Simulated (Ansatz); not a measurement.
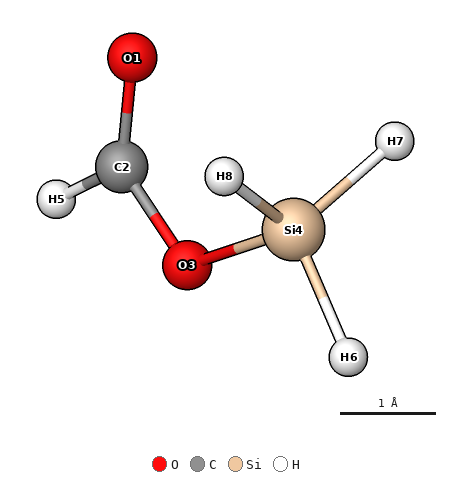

Figure 1. The starting structure (ball-and-stick view, seen at a tilt; atoms are numbered from 1 in the order of the input).

# Nudged elastic band, with input and output: CH4O2Si

The run: nudged elastic band of CH4O2Si. Method and program: RKS PBE/def2-SVP (Ansatz 0.2.0).

One setting was made poor on purpose. It belongs to a series of runs on one base structure; here: band between the two ends. Figures and captions count atoms from 1; the log counts them from 0 in places.

**The input**
```yaml
crystal:
  periodic: [false, false, false]
  atoms:
    - { symbol: O, position_ang: [1.337471, -0.240974, 1.29095] }
    - { symbol: C, position_ang: [1.45803, 0.313555, 0.218414] }
    - { symbol: O, position_ang: [0.467606, 0.453736, -0.680216] }
    - { symbol: Si, position_ang: [-1.079008, -0.220501, -0.23557] }
    - { symbol: H, position_ang: [2.405461, 0.777172, -0.158287] }
    - { symbol: H, position_ang: [-1.922016, 0.106678, -1.427405] }
    - { symbol: H, position_ang: [-0.967398, -1.702611, -0.05467] }
    - { symbol: H, position_ang: [-1.607945, 0.455845, 0.991083] }
basis:
  gaussian: { orbitals: def2-SVP }
hamiltonian:
  xc: pbe
neb:
  order_check: false
  images: 9
  f_tol: 0.05
  max_iterations: 60
  initial_path: linear
  final_atoms:
    - { symbol: O, position_ang: [1.6171239, -0.78840382, -0.55897035] }
    - { symbol: C, position_ang: [1.48518626, 0.26026153, 0.03765911] }
    - { symbol: O, position_ang: [0.30156881, 0.77733705, 0.41170147] }
    - { symbol: Si, position_ang: [-1.1133505, -0.15330409, -0.00855573] }
    - { symbol: H, position_ang: [2.32820004, 0.92743436, 0.35099768] }
    - { symbol: H, position_ang: [-1.22978954, -0.27918272, -1.49600104] }
    - { symbol: H, position_ang: [-1.07568412, -1.48965503, 0.66574349] }
    - { symbol: H, position_ang: [-2.22105385, 0.68841273, 0.54172439] }
```

Hardware: 1 thread of Arm Neoverse V1, 24 GiB of memory available, shared host.

Run as:
```bash
ansatz run input.yaml --threads 1 --pin off --max-ram 2048MiB --backend cpu --events-out ev --progress --plain --runs-dir out
```

**What the program printed**
```
Engine: ansatz 0.2.0, aarch64-unknown-linux-gnu
Functional definition: PBE
  parameter kappa = 0.804
  parameter beta = 0.06672455060314922
  exchange = pbe_x(kappa = kappa, mu = beta*pi^2/3)
  correlation = pbe_c(beta = beta)
872 factors; their error is unknown
mean field evaluation 1: about -13053.4994 eV, gradient 5.2e1 eV
mean field evaluation 2: about -13035.9498 eV, gradient 1.1e2 eV
mean field evaluation 4: about -13058.2020 eV, gradient 1.3e1 eV
mean field evaluation 8: about -13058.4920 eV, gradient 1.3e-1 eV
mean field evaluation 16: about -13058.4395 eV, gradient 3.7e-5 eV
mean field -13058.43947912 eV, -479.8887995295 hartree, gradient 3.7e-5 eV, S^2 0.000000; 0 other end points of the search recorded, 0 dependent functions left out
the calculation of the forces begins
reference -13058.43950800 eV, -479.8888005908 hartree; 20, 20 occupied and 60, 60 virtual orbitals, 872 factors
872 factors; their error is unknown
mean field evaluation 32: about -13058.4395 eV, gradient 2.0e-4 eV
mean field -13058.43945712 eV, -479.8887987210 hartree, gradient 3.1e-5 eV, S^2 0.000000; 0 other end points of the search recorded, 0 dependent functions left out
[... from here on the field's lines of each further geometry are left out, up to the last ...]
NEB iter   1: max|band force component| = 1.287e2 eV/Å  barrier→ = 19.5837 eV  barrier← = 19.5837 eV  Δτ_max = 0.1990 Å  (275 SCF iters)
NEB iter   2: max|band force component| = 2.589e1 eV/Å  barrier→ = 3.8836 eV  barrier← = 3.8836 eV  Δτ_max = 0.1957 Å  (300 SCF iters)
NEB iter   3: max|band force component| = 1.418e1 eV/Å  barrier→ = 1.6090 eV  barrier← = 1.6090 eV  Δτ_max = 0.1945 Å  (268 SCF iters)
NEB iter   4: max|band force component| = 4.340e0 eV/Å  barrier→ = 0.5292 eV  barrier← = 0.5292 eV  Δτ_max = 0.1955 Å  (302 SCF iters)
NEB iter   5: max|band force component| = 1.910e0 eV/Å  barrier→ = 0.2865 eV  barrier← = 0.2865 eV  Δτ_max = 0.0915 Å  (284 SCF iters)
NEB iter   6: max|band force component| = 1.179e0 eV/Å  barrier→ = 0.1358 eV  barrier← = 0.1357 eV  Δτ_max = 0.0479 Å  (252 SCF iters)
NEB iter   7: max|band force component| = 6.633e-1 eV/Å  barrier→ = 0.1095 eV  barrier← = 0.1094 eV  Δτ_max = 0.0286 Å  (253 SCF iters)
NEB iter   8: max|band force component| = 3.178e-1 eV/Å  barrier→ = 0.1039 eV  barrier← = 0.1038 eV  CI = image 5  Δτ_max = 0.0444 Å  (260 SCF iters)
NEB iter   9: max|band force component| = 1.096e-1 eV/Å  barrier→ = 0.1008 eV  barrier← = 0.1007 eV  CI = image 5  Δτ_max = 0.0202 Å  (252 SCF iters)
NEB iter  10: max|band force component| = 5.777e-2 eV/Å  barrier→ = 0.0999 eV  barrier← = 0.0999 eV  CI = image 5  Δτ_max = 0.0083 Å  (238 SCF iters)
the calculation of the forces begins
reference -13058.42546687 eV, -479.8882845887 hartree; 20, 20 occupied and 60, 60 virtual orbitals, 872 factors
872 factors; their error is unknown
mean field evaluation 992: about -13058.3920 eV, gradient 1.5e-1 eV
mean field -13058.33971190 eV, -479.8851331519 hartree, gradient 1.7e-5 eV, S^2 0.000000; 1 other end points of the search recorded, 0 dependent functions left out
the calculation of the forces begins
reference -13058.33974177 eV, -479.8851342494 hartree; 20, 20 occupied and 60, 60 virtual orbitals, 872 factors
NEB iter  11: max|band force component| = 3.143e-2 eV/Å  barrier→ = 0.0998 eV  barrier← = 0.0997 eV  CI = image 5  Δτ_max = 0.0000 Å  (458 SCF iters)
```

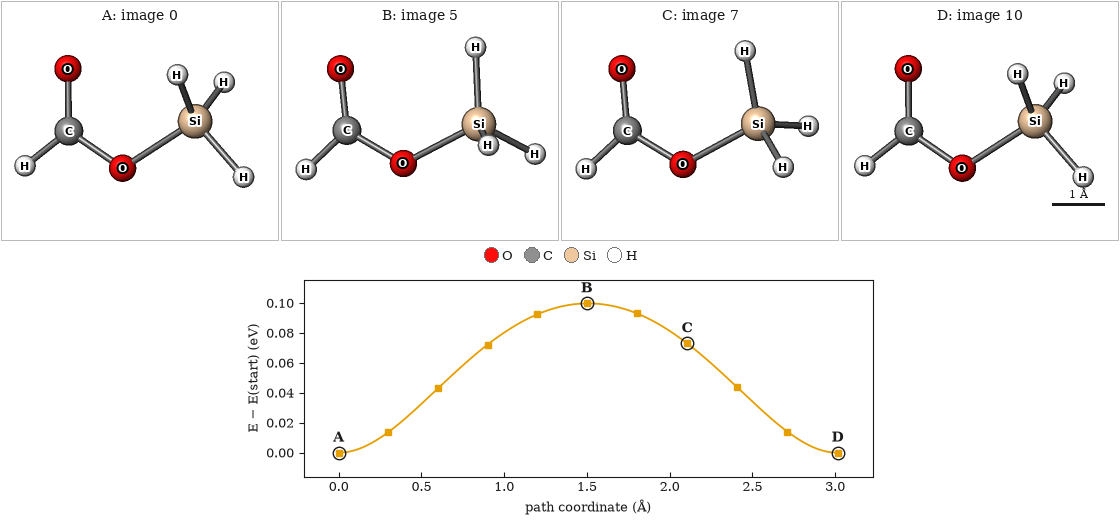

Figure 2. Images of the last band (counted from 0; ball-and-stick, seen at a tilt) above the energy along the path; the line is a cubic interpolation that uses the forces. The highest image is number 5, 0.100 eV above the start and 0.100 eV above the end (the climbing image); start and end have the same energy. The path is 3.01 Å long. The band converged in 11 iterations.

```
Total energy: -13058.33974177 eV, -479.8851342494 hartree
Atom 0 at     1.781555    -1.005555     0.210558 Å, force     0.001606     0.028864    -0.009750 eV/Å
Atom 1 at     1.562871     0.138302    -0.110962 Å, force    -0.026638    -0.005960     0.012809 eV/Å
Atom 2 at     0.344499     0.714401    -0.234373 Å, force     0.017741    -0.012637     0.007457 eV/Å
Atom 3 at    -1.171034    -0.068581     0.057124 Å, force     0.005776    -0.000729    -0.007473 eV/Å
Atom 4 at     2.352659     0.896243    -0.354499 Å, force     0.002633    -0.010524    -0.004701 eV/Å
Atom 5 at    -1.944578     0.046529    -1.221046 Å, force    -0.001134     0.002015     0.002536 eV/Å
Atom 6 at    -0.992589    -1.498872     0.456808 Å, force    -0.001098    -0.000105     0.001288 eV/Å
Atom 7 at    -1.841182     0.720432     1.140688 Å, force     0.001114    -0.000922    -0.002166 eV/Å
Dipole moment:    -0.255792     0.220894    -0.051854 e Å
this run last wrote the band of iteration 11 to [file]
```

**The last band as extended XYZ (Å, eV, eV/Å)**
```
8
Properties=species:S:1:pos:R:3:forces:R:3 image=0 energy=-13058.43948
O     1.3375   -0.2410    1.2910   -0.0002  -0.0007   0.0019
C     1.4580    0.3136    0.2184    0.0009   0.0013  -0.0049
O     0.4676    0.4537   -0.6802    0.0006   0.0003   0.0017
Si   -1.0790   -0.2205   -0.2356   -0.0013   0.0002  -0.0011
H     2.4055    0.7772   -0.1583    0.0000  -0.0004   0.0015
H    -1.9220    0.1067   -1.4274    0.0000   0.0000   0.0001
H    -0.9674   -1.7026   -0.0547    0.0001  -0.0007   0.0006
H    -1.6079    0.4558    0.9911   -0.0001   0.0000   0.0003
8
Properties=species:S:1:pos:R:3:forces:R:3 image=1 energy=-13058.42573
O     1.4668   -0.4162    1.1682   -0.0251   0.0416   0.0237
C     1.4884    0.2785    0.1751   -0.0139   0.0030   0.0041
O     0.4261    0.5257   -0.6143    0.0117  -0.0152  -0.0240
Si   -1.1055   -0.1883   -0.1950    0.0055  -0.0049  -0.0005
H     2.3958    0.8064   -0.2165    0.0053  -0.0161  -0.0033
H    -1.9268    0.0733   -1.4176   -0.0113   0.0153   0.0112
H    -0.9686   -1.6577    0.0526    0.0003  -0.0098  -0.0257
H    -1.6840    0.5211    0.9918    0.0275  -0.0137   0.0146
8
Properties=species:S:1:pos:R:3:forces:R:3 image=2 energy=-13058.39648
O     1.5979   -0.5855    1.0036   -0.0297   0.0428   0.0501
C     1.5198    0.2415    0.1233   -0.0087   0.0092  -0.0031
O     0.3916    0.5797   -0.5337    0.0126  -0.0101  -0.0294
Si   -1.1329   -0.1565   -0.1472    0.0040  -0.0116  -0.0035
H     2.3819    0.8418   -0.2678    0.0047  -0.0212  -0.0119
H    -1.9331    0.0545   -1.3935   -0.0162   0.0212   0.0120
H    -0.9836   -1.6139    0.1558    0.0006  -0.0128  -0.0328
H    -1.7494    0.5812    1.0038    0.0327  -0.0175   0.0186
8
Properties=species:S:1:pos:R:3:forces:R:3 image=3 energy=-13058.36723
O     1.7014   -0.7560    0.7768   -0.0091   0.0360   0.0556
C     1.5446    0.2026    0.0569   -0.0191  -0.0109  -0.0179
O     0.3638    0.6349   -0.4372    0.0219  -0.0020  -0.0253
Si   -1.1548   -0.1229   -0.0877   -0.0004  -0.0042   0.0069
H     2.3687    0.8695   -0.3078    0.0021  -0.0096  -0.0084
H    -1.9431    0.0574   -1.3469   -0.0147   0.0168   0.0078
H    -0.9929   -1.5713    0.2492   -0.0004  -0.0115  -0.0327
H    -1.7955    0.6287    1.0411    0.0198  -0.0147   0.0140
8
Properties=species:S:1:pos:R:3:forces:R:3 image=4 energy=-13058.34703
O     1.7667   -0.8953    0.5111    0.0010   0.0081   0.0314
C     1.5595    0.1682   -0.0233   -0.0103   0.0138  -0.0020
O     0.3476    0.6788   -0.3385    0.0046  -0.0101  -0.0141
Si   -1.1678   -0.0946   -0.0187   -0.0006   0.0051   0.0051
H     2.3569    0.8912   -0.3377    0.0018  -0.0100  -0.0101
H    -1.9485    0.0505   -1.2882   -0.0064   0.0064   0.0028
H    -0.9947   -1.5327    0.3548   -0.0005  -0.0060  -0.0219
H    -1.8276    0.6767    1.0848    0.0103  -0.0073   0.0089
8
Properties=species:S:1:pos:R:3:forces:R:3 image=5 energy=-13058.33971
O     1.7816   -1.0056    0.2106    0.0016   0.0289  -0.0097
C     1.5629    0.1383   -0.1110   -0.0266  -0.0060   0.0128
O     0.3445    0.7144   -0.2344    0.0177  -0.0126   0.0075
Si   -1.1710   -0.0686    0.0571    0.0058  -0.0007  -0.0075
H     2.3527    0.8962   -0.3545    0.0026  -0.0105  -0.0047
H    -1.9446    0.0465   -1.2210   -0.0011   0.0020   0.0025
H    -0.9926   -1.4989    0.4568   -0.0011  -0.0001   0.0013
H    -1.8412    0.7204    1.1407    0.0011  -0.0009  -0.0022
8
Properties=species:S:1:pos:R:3:forces:R:3 image=6 energy=-13058.34642
O     1.7468   -1.0691   -0.0894    0.0035  -0.0022  -0.0375
C     1.5540    0.1187   -0.1960   -0.0321   0.0040   0.0127
O     0.3556    0.7411   -0.1167    0.0267   0.0031  -0.0028
Si   -1.1624   -0.0516    0.1312   -0.0102   0.0005   0.0153
H     2.3544    0.8829   -0.3757    0.0071  -0.0023   0.0100
H    -1.9186    0.0329   -1.1608    0.0152  -0.0105  -0.0044
H    -0.9886   -1.4721    0.5661    0.0023   0.0032   0.0150
H    -1.8491    0.7600    1.1858   -0.0125   0.0042  -0.0083
8
Properties=species:S:1:pos:R:3:forces:R:3 image=7 energy=-13058.36644
O     1.6598   -1.0930   -0.3887   -0.0189   0.0023  -0.0606
C     1.5326    0.1045   -0.2803   -0.0028  -0.0029   0.0094
O     0.3808    0.7562   -0.0103    0.0069   0.0118   0.0195
Si   -1.1443   -0.0383    0.2043    0.0021  -0.0042   0.0095
H     2.3655    0.8474   -0.3872    0.0032  -0.0041   0.0161
H    -1.8826    0.0183   -1.0999    0.0236  -0.0211  -0.0078
H    -0.9790   -1.4489    0.6739    0.0029   0.0067   0.0284
H    -1.8407    0.7967    1.2324   -0.0170   0.0115  -0.0146
8
Properties=species:S:1:pos:R:3:forces:R:3 image=8 energy=-13058.39581
O     1.5356   -1.0681   -0.6587   -0.0334   0.0129  -0.0645
C     1.5018    0.1031   -0.3550   -0.0075   0.0045   0.0027
O     0.4150    0.7630    0.0949    0.0121   0.0041   0.0304
Si   -1.1171   -0.0356    0.2706    0.0037  -0.0022   0.0071
H     2.3768    0.8018   -0.4057    0.0059  -0.0101   0.0185
H    -1.8302   -0.0099   -1.0484    0.0322  -0.0276  -0.0087
H    -0.9590   -1.4336    0.7794    0.0035   0.0072   0.0338
H    -1.8307    0.8222    1.2672   -0.0163   0.0112  -0.0193
8
Properties=species:S:1:pos:R:3:forces:R:3 image=9 energy=-13058.42544
O     1.3896   -1.0096   -0.8801   -0.0282   0.0205  -0.0425
C     1.4661    0.1075   -0.4159   -0.0121   0.0025  -0.0027
O     0.4565    0.7594    0.1910    0.0119  -0.0017   0.0263
Si   -1.0856   -0.0375    0.3259    0.0039  -0.0017   0.0057
H     2.3878    0.7444   -0.4311    0.0053  -0.0113   0.0112
H    -1.7620   -0.0571   -1.0115    0.0289  -0.0210  -0.0079
H    -0.9362   -1.4155    0.8899    0.0024   0.0052   0.0261
H    -1.8239    0.8513    1.2760   -0.0121   0.0075  -0.0161
8
Properties=species:S:1:pos:R:3:forces:R:3 image=10 energy=-13058.43946
O     1.2556   -0.9190   -1.0623    0.0060   0.0150   0.0076
C     1.4346    0.1187   -0.4588   -0.0145  -0.0164  -0.0055
O     0.5007    0.7333    0.2884    0.0058  -0.0007  -0.0027
Si   -1.0582   -0.0465    0.3684    0.0007   0.0001   0.0002
H     2.3955    0.6936   -0.4474    0.0040   0.0022   0.0001
H    -1.6755   -0.1153   -0.9940   -0.0010   0.0005   0.0002
H    -0.9305   -1.4005    0.9948   -0.0008   0.0003   0.0007
H    -1.8301    0.8786    1.2553   -0.0002  -0.0010  -0.0006
```

**Summary**

| quantity | value |
| --- | --- |
| outcome | converged |
| barrier, forward | 0.100 eV |
| barrier, backward | 0.100 eV |
| wall time | 3.5 min |
| peak memory | 0.14 GiB |

A deliberately poor setting: straight start. The order of the saddle point was not checked.
